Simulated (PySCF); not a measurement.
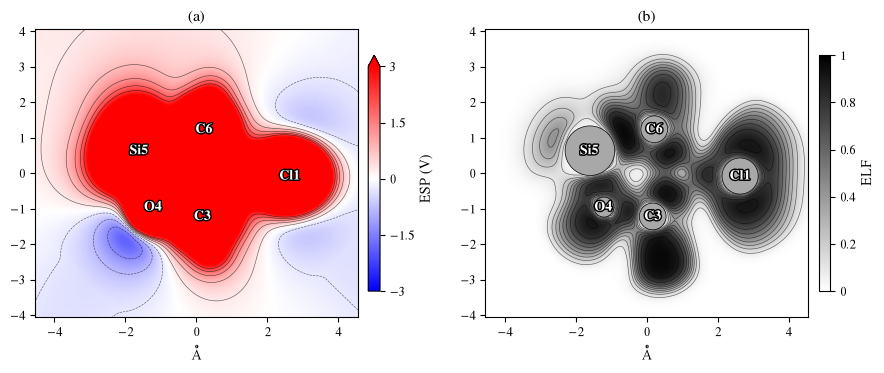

The picture shows: C3H7ClOSi. (a) electrostatic potential; (b) electron localisation function on the plane of atoms O4, Si5 and C6. Grey discs cover the atomic cores in the ELF map.

Geometry: GFN2-xTB.

Level of theory: PySCF, PBE0/pcSseg-1, SCF density, gas phase, non-relativistic.

```xyz
13

Cl   -2.0266   -1.5420   -0.9046
C    -0.8231   -0.6798    0.0885
C    -1.0855    0.8268    0.0320
O     0.0597    1.4903    0.4972
Si    1.4542    0.6480    0.3303
C     0.6045   -0.9147   -0.3685
H    -0.9579   -1.0351    1.1129
H    -1.9327    1.1162    0.6592
H    -1.2901    1.1344   -0.9994
H     2.0393    0.4588    1.6515
H     2.3246    1.2943   -0.6438
H     0.6502   -0.9252   -1.4575
H     0.9791   -1.8715   -0.0154
```

**Interpret the plot.**

- Atoms in the plane: Cl, C, O and Si.
- C–O (1.40 Å): the ELF peaks at about 0.85 between the atoms, as expected for a shared but strongly polarised pair.
- Si–O (1.64 Å): the ELF peaks at about 0.85 between the atoms (a shared but strongly polarised pair).
- C–Si (1.91 Å): the ELF peaks at about 0.95 between the atoms: a shared electron pair.
- The ELF also peaks beside O4 and Cl1, away from the bonds: lone-pair regions.
- Outside the dense part of the molecule the potential is most negative (−1.9 V) near O4.
